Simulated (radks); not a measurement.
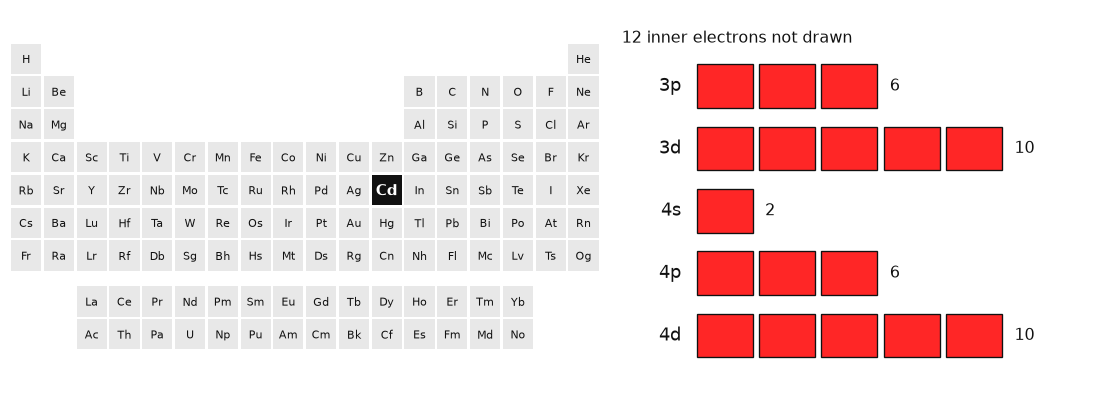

Left, the place of cadmium in the periodic table; right, the outer shells as the input fills them: a box for each of the 2l + 1 orbitals, shaded by the share of the shell that is filled, with the electron count at the right.

**Run report: Cd²⁺, atomic calculation**

Cd²⁺, configuration [Kr] 4d10. Level asked for: scalar-relativistic Kohn-Sham, BLYP, spin-polarised, spherical densities, finite nucleus (radks).

## Input
```
Z 48
configuration [Kr] 4d10
relativity scalar-relativistic
functional b88,lyp
spin polarised
nucleus finite rms 4.6087 fm
c 137.035999084
mesh_end 1
max_iterations 76
```

Energies in input and log are in hartree, lengths in bohr (the nuclear radius in fm).

Hardware: 1 thread of Intel Xeon, 163 GiB of memory available, shared host.

The run was one of a batch that the task file lists, launched with:
```bash
python <driver script> task.json out
```

## The program's output
```
1s      1   1.0000       -1006.82011038
2s      1   1.0000        -145.63110782
2p      1   3.0000        -132.66085566
3s      1   1.0000         -22.24922508
3p      1   3.0000         -17.49733019
3d      1   5.0000          -9.07872961
4s      1   1.0000           4.36011930
4p      1   3.0000           6.43858070
4d      1   5.0000           9.71200217
2s      2   1.0000        -145.63110782
2p      2   3.0000        -132.66085566
3s      2   1.0000         -22.24922508
3p      2   3.0000         -17.49733019
3d      2   5.0000          -9.07872961
4s      2   1.0000           4.36011930
4p      2   3.0000           6.43858070
4d      2   5.0000           9.71200217
Etot -5476.594309455201
Ekin 4372.75550658841
Encl -12235.577238670261
Eh 2547.3088211535714
Exc -161.08139852692153
err 7.087651789549066
it 76
```

## What the run reported

| quantity | value |
| --- | --- |
| outcome | not converged |
| total energy | −5476.5943 hartree |
| kinetic energy | 4372.7555 hartree |
| electron–nucleus energy | −12235.5772 hartree |
| Hartree energy | 2547.3088 hartree |
| exchange–correlation energy | −161.081399 hartree |
| SCF iterations | 76 |
| wall time | 0.92 s |

## What went wrong

A numerical setting was moved from its usual value: mesh end rmax = 1. The run did not meet its convergence test in 76 iterations, so its last values are not results.
